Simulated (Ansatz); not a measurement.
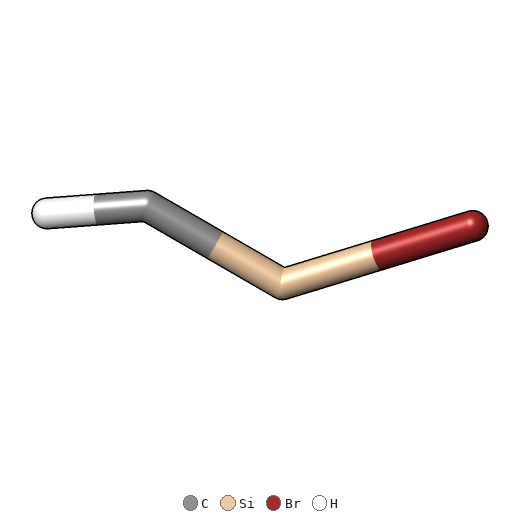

The picture shows a molecular structure as a stick model. Every bond is drawn as one stick, whatever its order.

Computed geometry: PBE0-D4/def2-TZVP optimisation. No frequency run is at hand to confirm it as a minimum.

Question: What is the molecular formula?

Answer: CHBrSi, 4 atoms: 1 carbon, 1 hydrogen, 1 bromine and 1 silicon.

Question: Give the symmetry (Schoenflies symbol).

Answer: Cs.

The parts below concern this one geometry. Atoms keep their numbers from picture to picture.

**Geometry**

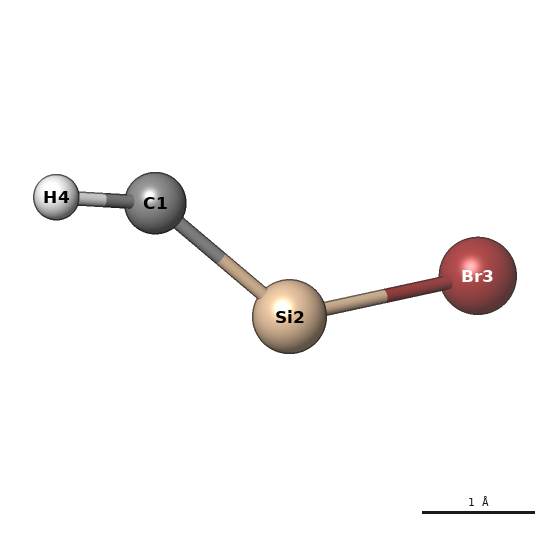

Atoms carry their numbers in the input. No frequency run is at hand to confirm it as a minimum.

Give these bond angles: Si2–C1–H4, C1–Si2–Br3.

```
     angle  degrees
 Si2–C1–H4    142.8
C1–Si2–Br3    129.7
```

**Charges**

The questions are on Mulliken charges. No frequency run is at hand to confirm it as a minimum. Method: RKS PBE0-D4/def2-TZVP (Ansatz 0.2.0).

Question: Which atom carries the highest charge (most positive or least negative)?

Answer: Si2 (0.24 e).

Question: And the lowest?

Answer: C1 (−0.30 e).

List the Mulliken charges.

```
atom  value (e)
  C1      −0.30
 Si2       0.24
 Br3      −0.12
  H4       0.18
```

**Electronic properties**

No frequency run is at hand to confirm it as a minimum. Method: RKS PBE0-D4/def2-TZVPP (Ansatz 0.2.0).

Predict the main results.

- HOMO energy (Kohn–Sham orbital): −6.88 eV
- LUMO energy (Kohn–Sham orbital): −3.65 eV
- HOMO–LUMO gap: 3.23 eV

**Dipole moment**

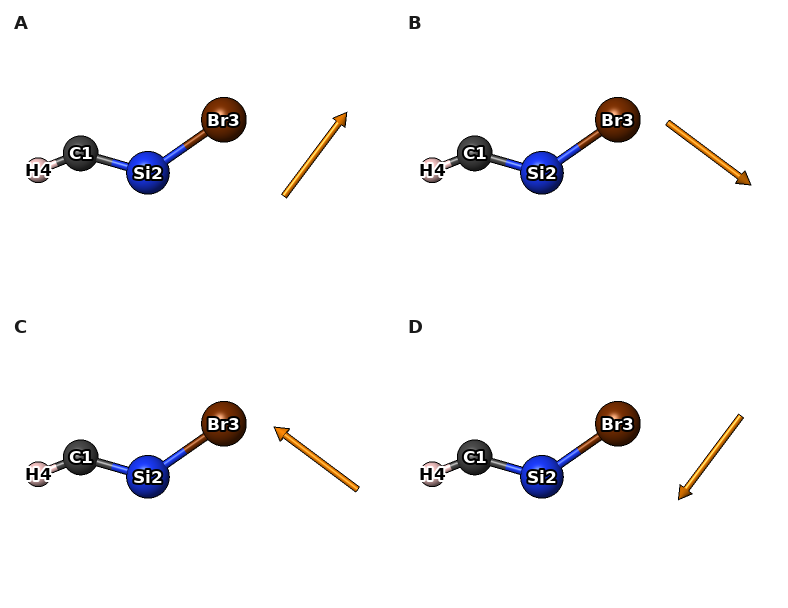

The same molecule four times, each with an arrow. No frequency run is at hand to confirm it as a minimum. Method: RKS PBE0-D4/def2-TZVP (Ansatz 0.2.0).

Question: Which arrow points along the dipole moment, from the negative to the positive end?

Answer: B. The dipole moment is 0.82 D; it points from the side of H4 to the side of Br3 (the outermost atoms at the two ends).

Mulliken values depend strongly on the basis set and can even reverse the polarity of a bond.
